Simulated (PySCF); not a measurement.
C3H10N2Si (SMILES [SiH3]N1CCCN1)

| atom | x (Å) | y (Å) | z (Å) |
| --- | --- | --- | --- |
| Si | 2.0711 | -0.2618 | 0.5856 |
| N | 0.7723 | 0.1741 | -0.4658 |
| C | -0.1953 | 1.2174 | -0.1780 |
| C | -1.4745 | 0.4690 | 0.2464 |
| C | -1.1790 | -0.9817 | -0.2025 |
| N | 0.0386 | -0.9156 | -1.0064 |
| H | 2.7748 | 1.0028 | 0.8087 |
| H | 2.8207 | -1.2439 | -0.1851 |
| H | 1.7030 | -0.8219 | 1.8974 |
| H | 0.1810 | 1.8922 | 0.5869 |
| H | -0.3786 | 1.7933 | -1.0958 |
| H | -2.3551 | 0.8746 | -0.2497 |
| H | -1.6272 | 0.5213 | 1.3227 |
| H | -1.9920 | -1.4315 | -0.7712 |
| H | -0.9634 | -1.6124 | 0.6641 |
| H | -0.2040 | -0.6668 | -1.9687 |

Geometry: GFN2-xTB.

Method: PBE0/pcSseg-1, SCF density, gas phase, non-relativistic in PySCF 2.14.0.

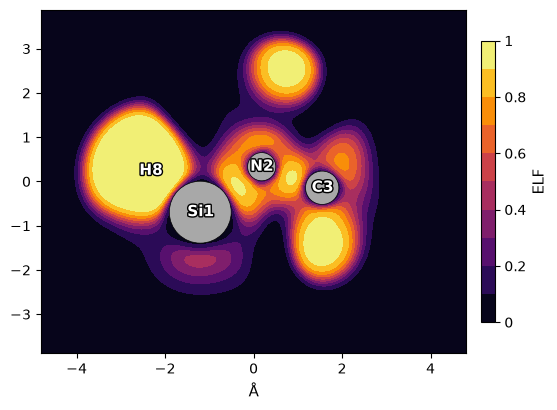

Figure 1. Electron localisation function on the plane of atoms N2, Si1 and H8. Grey discs cover the atomic cores.

**Interpret the plot.**

- The plane passes through Si, N, C and H nuclei.
- C–N (1.45 Å): the ELF peaks at about 0.90 between the atoms, as expected for a covalent bond.
- Si–N (1.73 Å): the ELF peaks at about 0.90 between the atoms, as expected for a polar covalent bond.
- Si–H (1.46 Å): the ELF climbs to about 1 towards the hydrogen, as it does in any bond to H.

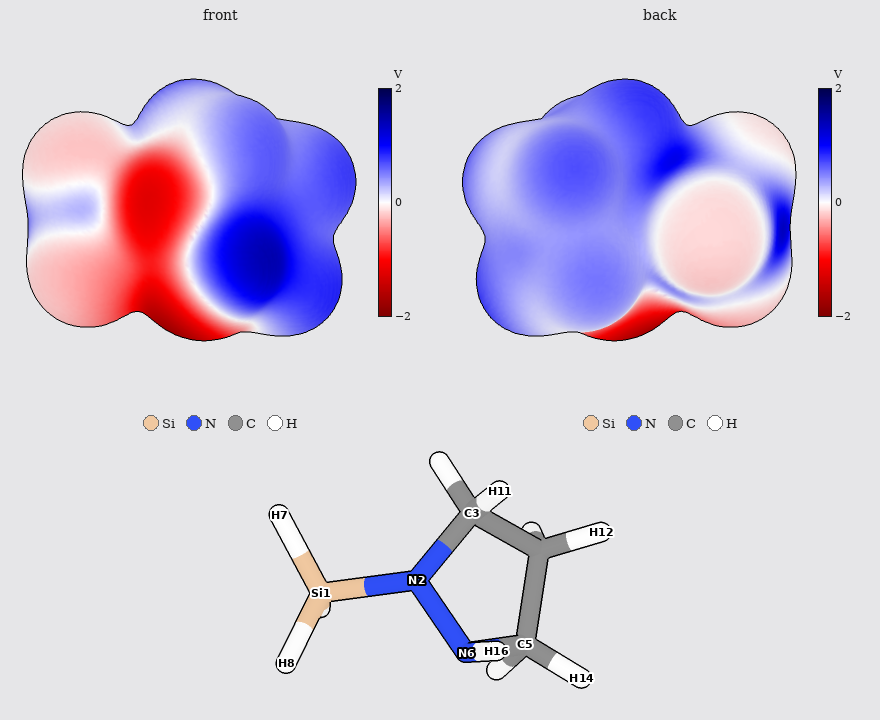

Figure 2. The electrostatic potential painted on the density surface at 0.002 e/bohr³, seen from the front and from behind; red is negative and blue positive. The bare structure is drawn below in the same view.

**Describe the electrostatic potential map.**

The most negative region (about −1.6 V) lies over N6, the most positive (about +1.4 V) over H16. N6 is the likeliest acceptor of a hydrogen bond.
